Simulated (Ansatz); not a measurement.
# BaZnPF (P4/nmm): least direct gap against volume

The cell of BaZnPF (P4/nmm) is scaled evenly and the response computed anew at each volume, on one mesh. The atoms keep their fractional positions.

The structure is tetragonal, space group P4/nmm (No. 129). Conventional cell: a = 4.156 Å, b = 4.156 Å, c = 9.457 Å, α = 90.00°, β = 90.00°, γ = 90.00°. Ba on site c is surrounded by 4 F at 2.62 Å. Around Zn on site a lie 4 P at 2.51 Å. Around P on site c lie 4 Zn at 2.51 Å. F on site b has 4 Ba at 2.62 Å and 4 F at 2.94 Å as nearest neighbours.

Method: Ansatz 0.2.0, PBEsol, independent particles, k-mesh 6×6×4 with interpolation inside its cells, Gaussian parameter 0.1 eV.

Launch of the response step: `ansatz run input.yaml --threads 4 --pin off --max-ram 8192MiB --backend cpu --events-out ev --progress --plain --runs-dir out`. The series took 7.5 min in all, on 4 threads of Intel(R) Xeon(R) Processor @ 2.70GHz (shared host).

| V/V₀ | V (Å³, primitive cell) | least direct gap (eV) |
| --- | --- | --- |
| 0.94 | 153.58 | 0.3370 |
| 0.96 | 156.84 | 0.3479 |
| 0.98 | 160.11 | 0.3559 |
| 1.00 | 163.38 | 0.3613 |
| 1.02 | 166.65 | 0.3643 |
| 1.04 | 169.91 | 0.3649 |
| 1.06 | 173.18 | ? |

For small changes the quantity should be close to linear in ln V.

Working, on the rows shown:

| x = ln(V/V₀) | y = least direct gap |
| --- | --- |
| -0.0618754 | 0.337 |
| -0.040822 | 0.3479 |
| -0.0202027 | 0.3559 |
| 0 | 0.3613 |
| 0.0198026 | 0.3643 |
| 0.0392207 | 0.3649 |

Means: x̄ = -0.010646, ȳ = 0.35522. Σ(x − x̄)(y − ȳ) = 0.001972, Σ(x − x̄)² = 0.007154. Slope = 0.001972 / 0.007154 = 0.2756; intercept = ȳ − slope · x̄ = 0.35815. The line misses the rows shown by up to 0.0041 eV, in a bent pattern, so a parabola y = c₀ + c₁x + c₂x² is fitted. The sums Σx = -0.063876765, Σx² = 0.0078335586, Σx³ = -0.00024506967, Σx⁴ = 2.0121541e-05, Σy = 2.1313, Σxy = -0.020718391 and Σx²y = 0.0027194105 in the three normal equations give c₀ = 0.36133, c₁ = 0.2081, c₂ = -2.987; the parabola misses the rows by at most 4.1e-05 eV.

Fill in the last column of the withheld row.

At x = 0.058269 the parabola gives y = 0.36332 eV. The run gave 0.3636 eV, so the extrapolation is off by 0.00028 eV, 1.0 % of the range in the table.

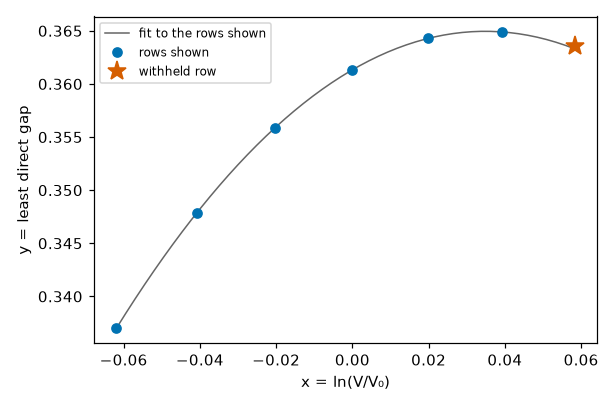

Between the rows on either side of x = 0 the slope is (0.3643 − 0.3559) / (0.019803 − (-0.020203)) = 0.21. That is a volume deformation potential of 0.2 eV: the least direct gap on this mesh narrows by 2 meV for each per cent of compression. PBEsol gaps are as a rule too small. Spin-orbit coupling is left out.
